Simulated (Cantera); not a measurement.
Charge: 1 mol PbO, a varied amount of O2, 0.31 mol H2, at 927 °C and 10.0 mbar.

Method: chemical equilibrium by Gibbs-energy minimisation in Cantera with the NASA 1993 tables (ideal gas, pure condensed phases). Candidate condensed phases: H2O, Pb, PbO, PbO2, Pb3O4; 12 gas species. Each liquid is taken as pure. Mutual solubility and eutectic melting of coexisting phases are not modelled. Equilibrium is a limit: real reactors are often held back by kinetics, nucleation or transport.

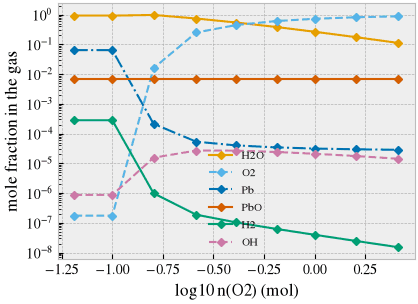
Fig. 1. Equilibrium gas composition (values under 1e-9 drawn at 1e-9)

### Question
Read off the mole fractions at 0.16 mol O2.

### Answer
H2O about 0.98, O2 about 0.016, PbO about 0.0068, Pb about 0.00021, OH about 1.6e-5, H2 about 9.9e-7.
